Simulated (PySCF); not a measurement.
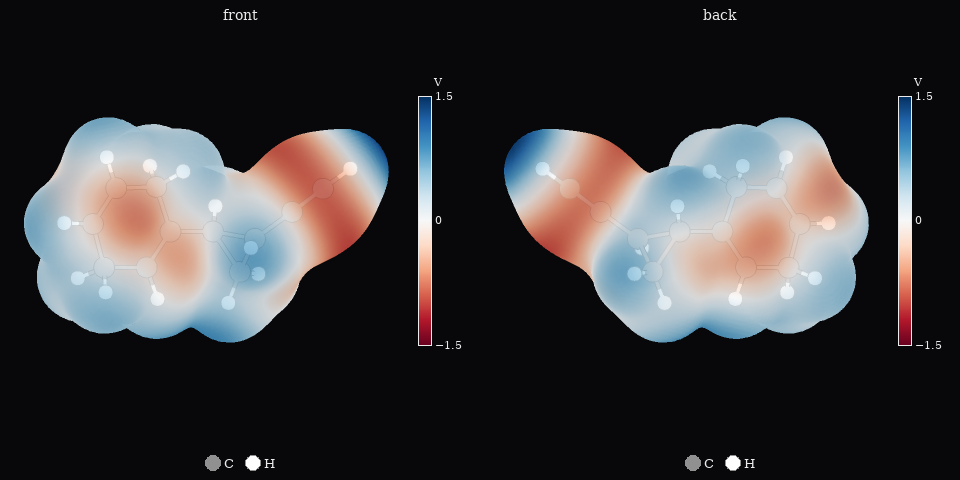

The picture shows: C$_{11}$H$_{12}$. The molecular electrostatic potential painted on the density surface at 0.002 e/bohr³, seen from the front and from behind; the colour scale runs from red (negative) to blue (positive).

Geometry: GFN2-xTB.

All numbers below come from PBE0/pcSseg-1, SCF density, gas phase, non-relativistic (PySCF).

```xyz
23

C     4.4153    0.4348    0.1635
C     3.3312   -0.0687    0.2511
C     2.0314   -0.6494    0.3282
C     1.5840   -1.6369   -0.7172
C     0.9833   -0.2676   -0.7040
C    -0.3997    0.0205   -0.2484
C    -1.3443   -0.8995   -0.1126
C    -2.7315   -0.6174    0.3719
C    -2.9097    0.7987    0.8185
C    -1.9788    1.7253    0.6831
C    -0.6403    1.4727    0.0662
H     5.3686    0.8672    0.1017
H     1.6774   -0.8133    1.3403
H     0.9928   -2.4751   -0.3836
H     2.2730   -1.8757   -1.5138
H     1.3340    0.4148   -1.4723
H    -1.1482   -1.9328   -0.3653
H    -3.4508   -0.8415   -0.4270
H    -2.9749   -1.2969    1.1987
H    -3.8633    1.0345    1.2716
H    -2.1539    2.7375    1.0226
H    -0.5483    2.0622   -0.8558
H     0.1479    1.8334    0.7385
```

> Where is the surface potential most negative and most positive?

The most negative region (about −1.0 V, or −23 kcal/mol for a unit charge) lies over C1 and C2, the most positive (about +1.3 V, or +30 kcal/mol for a unit charge) over H12.

> How polar is the molecule by this calculation?

Its dipole moment is 0.88 D.
